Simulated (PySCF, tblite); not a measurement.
# C₃H₄BF₃O₂: a rotation path, then NMR shifts on frames, part 2 of 2

tblite 0.8.0 and PySCF 2.14.0. Atoms count from 0. The steps go on from the part before.

### 5 Nuclear shieldings: image 4, PBE0/pcSseg-1

The job: settings as JSON, then the geometry in Å.

```
{"job": {"kind": "nmr", "xc": "PBE0", "basis": "pcSseg-1", "pop": false}, "charge": 0, "multiplicity": 1}
F      2.650800     0.128600    -0.389800
C      1.493300     0.568600     0.126600
F      1.652700     0.528700     1.458700
F      1.381900     1.852500    -0.199300
C      0.298200    -0.278100    -0.383800
C     -0.523700    -0.953000     0.747400
O     -1.791200    -0.342700     0.671100
B     -1.804700     0.536100    -0.354000
O     -0.616000     0.568900    -1.027600
H      0.700500    -0.996400    -1.109100
H     -0.101500    -0.774800     1.739400
H     -0.630800    -2.029200     0.587700
H     -2.714100     1.191400    -0.642200
```

With the program's defaults for keys left out, this is: GIAO PBE0/pcSseg-1 NMR shielding, non-relativistic, gas phase.

The program printed:

```text
coarse grid: 12256 points
cycle   1  E = -590.6720081144  dE =  1.680e+00  |g| = 1.133e+00  |ddm| = 3.186e+00
cycle   2  E = -590.3949831416  dE =  2.770e-01  |g| = 1.747e+00  |ddm| = 1.617e+00
cycle   3  E = -590.8883103562  dE = -4.933e-01  |g| = 5.975e-02  |ddm| = 1.047e+00
cycle   4  E = -590.8887620583  dE = -4.517e-04  |g| = 3.776e-02  |ddm| = 6.181e-02
cycle   5  E = -590.8890383590  dE = -2.763e-04  |g| = 1.089e-02  |ddm| = 2.921e-02
cycle   6  E = -590.8890562790  dE = -1.792e-05  |g| = 3.670e-03  |ddm| = 7.321e-03
cycle   7  E = -590.8890586386  dE = -2.360e-06  |g| = 5.215e-04  |ddm| = 2.310e-03
final grid: 123552 points
cycle   8  E = -590.9809388003  dE = -5.289e-05  |g| = 1.098e-02  |ddm| = 2.683e-02
cycle   9  E = -590.9809158455  dE =  2.295e-05  |g| = 1.613e-02  |ddm| = 1.476e-02
cycle  10  E = -590.9809600658  dE = -4.422e-05  |g| = 7.125e-04  |ddm| = 8.956e-03
cycle  11  E = -590.9809601702  dE = -1.044e-07  |g| = 2.391e-04  |ddm| = 7.922e-04
cycle  12  E = -590.9809601795  dE = -9.326e-09  |g| = 1.032e-04  |ddm| = 1.995e-04
cycle  13  E = -590.9809601812  dE = -1.648e-09  |g| = 3.154e-05  |ddm| = 7.175e-05
cycle  14  E = -590.9809601813  dE = -1.642e-10  |g| = 8.790e-06  |ddm| = 2.484e-05
converged SCF energy = -590.9809601813

GIAO shielding tensors (ppm)
atom      isotropic    diamagn.    paramagn.     s11        s22        s33       span
  0 F      243.702     471.679    -227.977    171.251    221.106    338.748    167.497
  1 C       53.499     241.665    -188.165     51.415     52.135     56.948      5.533
  2 F      258.573     473.914    -215.341    183.990    260.001    331.727    147.737
  3 F      257.200     471.934    -214.735    178.213    271.884    321.502    143.289
  4 C      104.904     249.279    -144.375     81.581     99.065    134.068     52.487
  5 C      116.865     248.506    -131.641     80.996    106.161    163.438     82.442
  6 O      196.017     391.903    -195.885     51.473    254.982    281.597    230.125
  7 B       72.839     199.388    -126.549     60.866     73.948     83.703     22.837
  8 O      185.007     392.200    -207.193     54.754    229.546    270.722    215.969
  9 H       26.740      30.142      -3.402     23.476     25.998     30.746      7.270
 10 H       26.754      29.945      -3.191     22.371     27.211     30.680      8.309
 11 H       27.130      29.422      -2.292     22.701     26.237     32.452      9.751
 12 H       27.683      29.737      -2.054     25.044     26.137     31.867      6.823
```

Run time: 40 s. Hardware: 1 thread of Arm Neoverse N1, shared host; peak memory 0.82 GiB.

In short: δ C1 133.4, C4 82.0, C5 70.1, F0 -72.8, H9 4.98, H10 4.96 ppm.

### 6 NMR shieldings: image 6, PBE0/pcSseg-1

The job: settings as JSON, then the geometry in Å.

```
{"job": {"kind": "nmr", "xc": "PBE0", "basis": "pcSseg-1", "pop": false}, "charge": 0, "multiplicity": 1}
F      2.523400     0.497800    -0.721700
C      1.491600     0.535800     0.128600
F      1.973200     0.116200     1.311900
F      1.153800     1.813500     0.287100
C      0.310700    -0.328800    -0.360400
C     -0.553800    -0.876000     0.807000
O     -1.807000    -0.257600     0.635100
B     -1.772100     0.529200    -0.462300
O     -0.564400     0.478700    -1.103000
H      0.722800    -1.115200    -1.003900
H     -0.151800    -0.605100     1.786800
H     -0.671300    -1.961900     0.750900
H     -2.659500     1.173700    -0.831000
```

Method: GIAO PBE0/pcSseg-1 NMR shielding, non-relativistic, gas phase.

The program printed:

```text
coarse grid: 12256 points
cycle   1  E = -590.6775178804  dE =  1.678e+00  |g| = 1.127e+00  |ddm| = 3.180e+00
cycle   2  E = -590.4081759470  dE =  2.693e-01  |g| = 1.731e+00  |ddm| = 1.595e+00
cycle   3  E = -590.8914725871  dE = -4.833e-01  |g| = 6.055e-02  |ddm| = 1.029e+00
cycle   4  E = -590.8919322034  dE = -4.596e-04  |g| = 3.836e-02  |ddm| = 6.210e-02
cycle   5  E = -590.8922111237  dE = -2.789e-04  |g| = 1.114e-02  |ddm| = 2.925e-02
cycle   6  E = -590.8922295933  dE = -1.847e-05  |g| = 3.657e-03  |ddm| = 7.411e-03
cycle   7  E = -590.8922319491  dE = -2.356e-06  |g| = 5.353e-04  |ddm| = 2.340e-03
final grid: 123552 points
cycle   8  E = -590.9845139533  dE = -5.430e-05  |g| = 1.146e-02  |ddm| = 2.562e-02
cycle   9  E = -590.9844886540  dE =  2.530e-05  |g| = 1.690e-02  |ddm| = 1.549e-02
cycle  10  E = -590.9845369908  dE = -4.834e-05  |g| = 6.971e-04  |ddm| = 9.412e-03
cycle  11  E = -590.9845370912  dE = -1.004e-07  |g| = 2.486e-04  |ddm| = 8.023e-04
cycle  12  E = -590.9845371017  dE = -1.051e-08  |g| = 1.005e-04  |ddm| = 2.137e-04
cycle  13  E = -590.9845371032  dE = -1.533e-09  |g| = 3.117e-05  |ddm| = 7.030e-05
cycle  14  E = -590.9845371034  dE = -1.612e-10  |g| = 9.057e-06  |ddm| = 2.488e-05
converged SCF energy = -590.9845371034

GIAO shielding tensors (ppm)
atom      isotropic    diamagn.    paramagn.     s11        s22        s33       span
  0 F      251.348     471.384    -220.036    174.729    237.532    341.783    167.054
  1 C       53.439     242.224    -188.785     50.934     53.079     56.303      5.369
  2 F      260.128     473.570    -213.442    182.276    259.006    339.103    156.827
  3 F      265.480     473.477    -207.996    187.624    273.803    335.014    147.389
  4 C      105.828     249.317    -143.490     81.594    101.485    134.404     52.809
  5 C      116.885     248.763    -131.879     80.266    106.181    164.207     83.942
  6 O      195.697     391.914    -196.218     51.358    257.365    278.367    227.008
  7 B       72.388     199.300    -126.912     60.380     73.522     83.261     22.881
  8 O      188.482     392.493    -204.010     66.272    234.234    264.941    198.669
  9 H       26.785      30.147      -3.362     23.995     25.725     30.634      6.639
 10 H       26.919      30.005      -3.086     22.345     27.511     30.901      8.555
 11 H       27.114      29.455      -2.341     22.668     26.310     32.364      9.696
 12 H       27.655      29.726      -2.071     25.087     26.073     31.806      6.719
```

It took 39 s on 1 thread of Arm Neoverse N1, shared host; peak memory 0.82 GiB.

Key values: δ C1 133.5, C4 81.1, C5 70.0, F0 -80.4, H9 4.93, H10 4.80 ppm.

### 7 Shielding tensors: image 8, PBE0/pcSseg-1

The job: settings as JSON, then the geometry in Å.

```
{"job": {"kind": "nmr", "xc": "PBE0", "basis": "pcSseg-1", "pop": false}, "charge": 0, "multiplicity": 1}
F      2.264000     0.906700    -0.873300
C      1.491300     0.503600     0.135600
F      2.283900    -0.181500     0.980200
F      1.087500     1.595400     0.790300
C      0.318600    -0.366600    -0.331400
C     -0.582600    -0.788700     0.859400
O     -1.817700    -0.164700     0.598400
B     -1.741500     0.510600    -0.568500
O     -0.516800     0.391000    -1.165500
H      0.740500    -1.212600    -0.887500
H     -0.192900    -0.435100     1.818900
H     -0.725900    -1.871800     0.901200
H     -2.612700     1.114200    -1.032800
```

With the program's defaults for keys left out, this is: GIAO PBE0/pcSseg-1 NMR shielding, non-relativistic, gas phase.

The program printed:

```text
coarse grid: 12256 points
cycle   1  E = -590.6834779252  dE =  1.678e+00  |g| = 1.123e+00  |ddm| = 3.179e+00
cycle   2  E = -590.4208549986  dE =  2.626e-01  |g| = 1.716e+00  |ddm| = 1.553e+00
cycle   3  E = -590.8954146903  dE = -4.746e-01  |g| = 6.105e-02  |ddm| = 9.983e-01
cycle   4  E = -590.8958707066  dE = -4.560e-04  |g| = 3.914e-02  |ddm| = 6.276e-02
cycle   5  E = -590.8961530254  dE = -2.823e-04  |g| = 1.174e-02  |ddm| = 2.966e-02
cycle   6  E = -590.8961735658  dE = -2.054e-05  |g| = 3.742e-03  |ddm| = 7.735e-03
cycle   7  E = -590.8961760708  dE = -2.505e-06  |g| = 5.444e-04  |ddm| = 2.411e-03
final grid: 123552 points
cycle   8  E = -590.9885740648  dE = -5.284e-05  |g| = 1.160e-02  |ddm| = 2.727e-02
cycle   9  E = -590.9885485100  dE =  2.555e-05  |g| = 1.705e-02  |ddm| = 1.547e-02
cycle  10  E = -590.9885978029  dE = -4.929e-05  |g| = 7.109e-04  |ddm| = 9.312e-03
cycle  11  E = -590.9885979099  dE = -1.070e-07  |g| = 2.482e-04  |ddm| = 8.095e-04
cycle  12  E = -590.9885979210  dE = -1.112e-08  |g| = 7.844e-05  |ddm| = 2.070e-04
cycle  13  E = -590.9885979219  dE = -9.400e-10  |g| = 2.361e-05  |ddm| = 5.509e-05
converged SCF energy = -590.9885979219

GIAO shielding tensors (ppm)
atom      isotropic    diamagn.    paramagn.     s11        s22        s33       span
  0 F      261.955     471.334    -209.380    179.394    264.268    342.203    162.809
  1 C       53.594     243.099    -189.505     49.092     53.573     58.116      9.025
  2 F      263.765     473.214    -209.450    179.700    264.122    347.472    167.772
  3 F      276.155     474.756    -198.601    196.761    278.442    353.263    156.502
  4 C      107.230     249.257    -142.027     81.258    101.571    138.861     57.603
  5 C      117.190     248.665    -131.476     81.961    106.017    163.591     81.631
  6 O      196.300     391.702    -195.402     52.654    258.319    277.927    225.273
  7 B       72.308     199.202    -126.894     60.421     72.853     83.650     23.229
  8 O      193.471     392.766    -199.295     75.827    243.027    261.559    185.732
  9 H       26.885      30.063      -3.178     24.280     25.619     30.755      6.475
 10 H       27.087      29.946      -2.859     23.048     27.657     30.556      7.507
 11 H       27.105      29.411      -2.306     22.581     26.319     32.415      9.834
 12 H       27.662      29.717      -2.055     25.124     26.051     31.811      6.687
```

Run time: 38 s. Hardware: 1 thread of Arm Neoverse N1, shared host; peak memory 0.82 GiB.

Key values: δ C1 133.3, C4 79.7, C5 69.7, F0 -91.0, H9 4.83, H10 4.63 ppm.

### 8 Side by side: NMR shifts

Shifts (ppm) of some atoms, chosen among heavy atoms and hydrogens apart, with basis size and wall time:

| frame | C4 | H9 | H10 | F3 | F0 | F2 | O8 | functions | time |
| --- | --- | --- | --- | --- | --- | --- | --- | --- | --- |
| image 0 | 79.7 | 4.83 | 4.63 | -91.0 | -92.9 | -105.2 | 142.6 | 173 | 36 s |
| image 2 | 80.6 | 4.89 | 4.83 | -90.3 | -82.9 | -97.7 | 146.8 | 173 | 38 s |
| image 4 | 82.0 | 4.98 | 4.96 | -86.3 | -72.8 | -87.6 | 151.1 | 173 | 40 s |
| image 6 | 81.1 | 4.93 | 4.80 | -94.5 | -80.4 | -89.2 | 147.6 | 173 | 39 s |
| image 8 | 79.7 | 4.83 | 4.63 | -105.2 | -91.0 | -92.8 | 142.6 | 173 | 38 s |

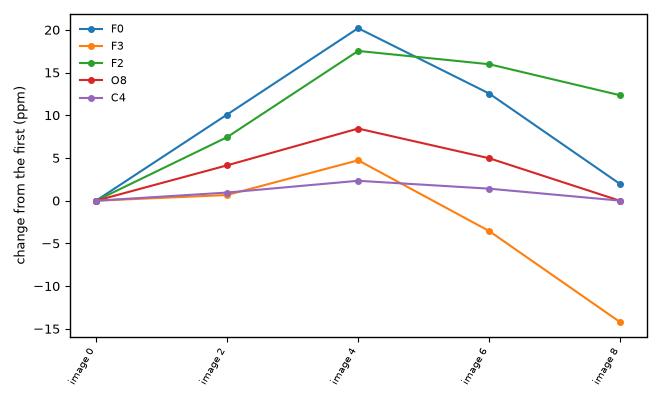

How five of the tabulated atoms move from run to run.

### 9 Outcome

What follows sums up all 2 parts.

```
                                            quantity                               value
                                             barrier  0.106 eV (2.5 kcal/mol) at image 4
                               end to end (GFN2-xTB)                            0.000 eV
     13C shifts against TMS (PBE0/pcSseg-1, image 0)               133.3, 79.7, 69.8 ppm
      1H shifts against TMS (PBE0/pcSseg-1, image 0)          4.83, 4.63, 4.61, 4.05 ppm
   19F shifts against CFCl3 (PBE0/pcSseg-1, image 0)            -91.0, -92.9, -105.2 ppm
     17O shifts against H2O (PBE0/pcSseg-1, image 0)                    142.6, 139.8 ppm
11B shifts against BF3·OEt2 (PBE0/pcSseg-1, image 0)                            27.8 ppm
                            range of the shift of F0                  -92.9 to -72.8 ppm
```

**Reading.** Along the band the dihedral turns by 120°, and the top (dihedral 238°) lies 2.5 kcal/mol above the start (GFN2-xTB, rough), so at room temperature this motion is fast. The top was not checked by a frequency run. Shifts at one fixed geometry are not the observed spectrum, which averages over the motion. In the first frame run (image 0): The largest span, 225 ppm, is at O6, where the paramagnetic term is -195 ppm. Across the 5 runs the shift of F0 moves most, between -92.9 (image 0) and -72.8 ppm (image 4).
